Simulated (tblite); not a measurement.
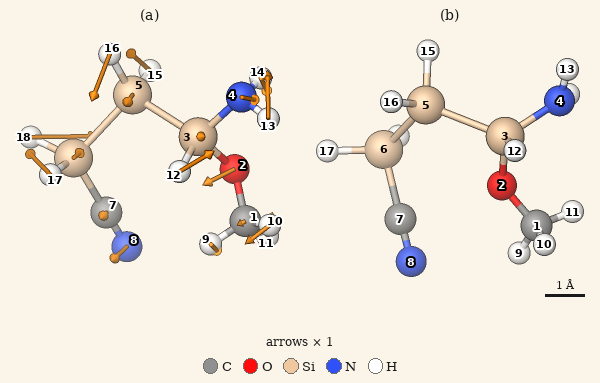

The structure of C₂H₁₀N₂OSi₃ before (left) and after (right) a relaxation, at one scale. The orange arrows give the displacements, at their true length.

The picture is a ball-and-stick view, seen at a tilt.

Computed with GFN2-xTB geometry optimisation, gas phase in tblite. 

What changed between the two?

Answer. The largest move after the best rigid fit is that of H18, 2.06 Å. Largest moves by element: H 2.06 Å, N 1.15 Å, O 1.04 Å, Si 0.86 Å, C 0.49 Å. Near-neighbour distances that change, for instance: O2–Si3 1.675 → 1.624 Å, Si5–Si6 2.288 → 2.325 Å, Si3–N4 1.696 → 1.732 Å, Si6–H17 1.497 → 1.472 Å. Among the angles between lasting bonds that change: O2–Si3–Si5 111.4° → 94.8°, Si3–Si5–Si6 103.9° → 115.3°, C1–O2–Si3 118.6° → 129.7°. Groups turn about C1–O2 by about 120°, Si5–Si6 by about 85°, Si3–Si5 by about 80°. After 222 geometry steps the energy has fallen by 67.6 kJ/mol.
